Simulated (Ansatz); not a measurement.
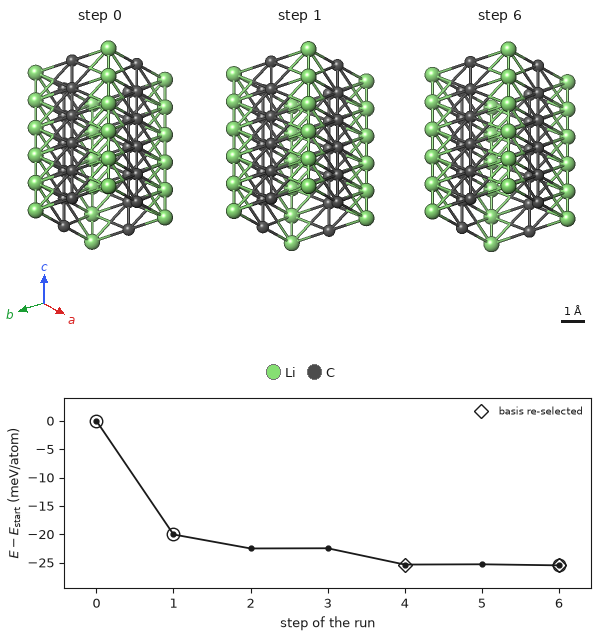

Frames of a relaxation of a crystal of LiC2 (a generated structure, set up in P4/mmm) (coarse preliminary run), marked on the history of the run. Style: ball-and-stick. Shown: the cell of the calculation, repeated 1 × 1 × 5 with one cell outlined, from a free direction.

The calculation used Ansatz 0.2.0, DFT PBE, scalar-relativistic, plane waves, PAW. Set-up: plane-wave cutoff 420 eV; k-point mesh 4 × 4 × 12; occupations gaussian; smearing width 0.1 eV; collinear spin; cell and atoms relaxed; force threshold 0.04 eV/Å; at most 70 steps.

What happens along the run?

No atom moves by more than 0.005 Å relative to the cell. Cell: a = b 4.179 → 4.360 Å (+4.3 %), c 1.383 → 1.373 Å (−0.7 %). Volume +8.1 %. Near-neighbour distances that change, for instance: C–Li 2.089 → 2.180 Å, C–Li 2.506 → 2.577 Å, C–C 1.383 → 1.373 Å, Li–Li 1.383 → 1.373 Å. The space group stays P4/mmm (No. 123). After 4 accepted moves (6 points after the start) the energy has fallen by 25.5 meV per atom. All forces vanish by symmetry, so only the cell relaxes. The pressure goes from 2.97 to 0.06 GPa. The SCF was repeated twice at an unchanged geometry on a basis and grid sized afresh for the cell, which shifted the energy by 2.9 meV per atom at most. Cost: 13 s on 1 thread of Arm Neoverse N1, with other jobs on the host, peak memory 0.27 GiB. From step 0 to 1: volume +4.5 %, energy −20.0 meV per atom. From step 1 to 6: volume +3.5 %, energy −5.4 meV per atom.

| step | E − E(0), meV/atom | pressure, GPa | volume, Å³/atom | note |
| --- | --- | --- | --- | --- |
| 0 | 0.00 | 2.97 | 8.052 |  |
| 1 | -20.04 | 1.37 | 8.411 |  |
| 2 | -22.50 | 0.51 | 8.608 |  |
| 3 | -22.47 | 0.13 | 8.647 |  |
| 4 | -25.34 | 0.55 | 8.647 | same geometry, new basis |
| 5 | -25.29 | 0.04 | 8.702 |  |
| 6 | -25.48 | 0.06 | 8.702 | same geometry, new basis |

Limits of the set-up: the k-point mesh is coarse for a cell with partly filled bands.
